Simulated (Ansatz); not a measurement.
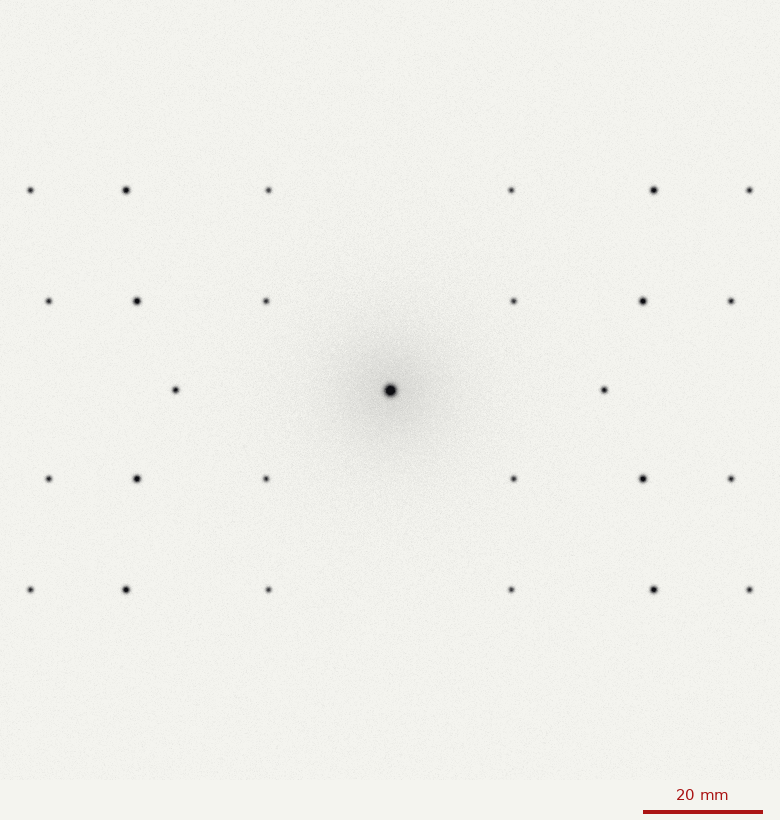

Simulated X-ray rotation photograph: Co Kα radiation (λ = 1.7902 Å), cylindrical film of radius 57.3 mm unrolled, rotation axis vertical and normal to the beam, kinematic intensities without Lorentz or polarisation factors, the film spanning ±63° about the beam; spots down to d = 1.66 Å.

Measure the layer lines and find the identity period along the axis.

Answer. The first layer line lies 15.0 mm from the equator, so tan ν = 0.262, sin ν = 0.254 and the period is λ/sin ν = 7.06 Å. Further lines follow at 33.7 mm.

The crystal is NdSi3, space group Pm-3m (No. 221), a = 4.075 Å. Structure: the input geometry of an electronic-structure calculation (not necessarily at equilibrium); the starting structure was generated, so it need not be a known form of this composition.

About which axis was it rotated?

Answer. About [111] (or an equivalent direction), whose length in the conventional cell is 7.058 Å.
